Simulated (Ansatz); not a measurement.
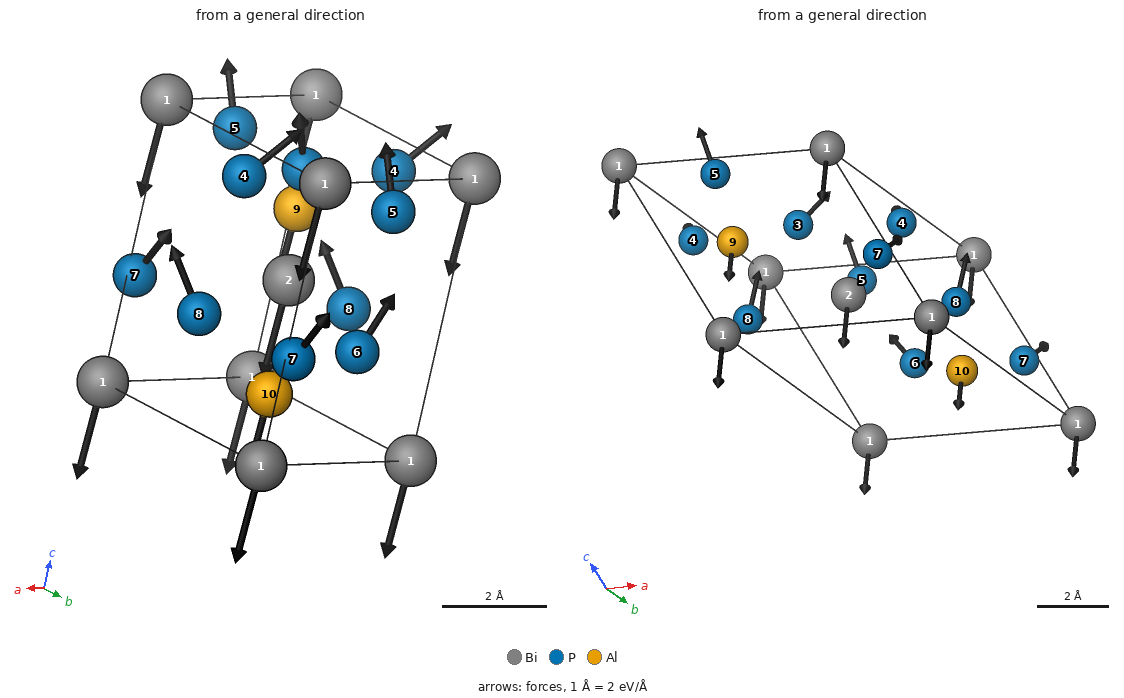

The crystal in a spheres-only representation, seen from two general directions. The wireframe shows the simulation cell. The arrows are the computed forces on the atoms.

System: AlBiP3. The numbers come from Ansatz 0.2.0, DFT, PAW plane waves, PBE, using a basis cut at 420 eV, k-point mesh 7×7×7, Fermi-Dirac smearing of 0.1 eV, no spin polarisation.

Q: Is the structure at a minimum of the energy?

A: No. The atoms still feel forces of up to about 3 eV/Å, far above a usual threshold of 0.01 to 0.03 eV/Å.

Q: Which atom is furthest from force balance?

A: Bi1 and Bi2, about 3 eV/Å.

About the cell: it is a generated cell, made by putting these elements into a known structure type (the compound may or may not exist in this form), and it is unrelaxed. It was the input of a calculation with Ansatz.
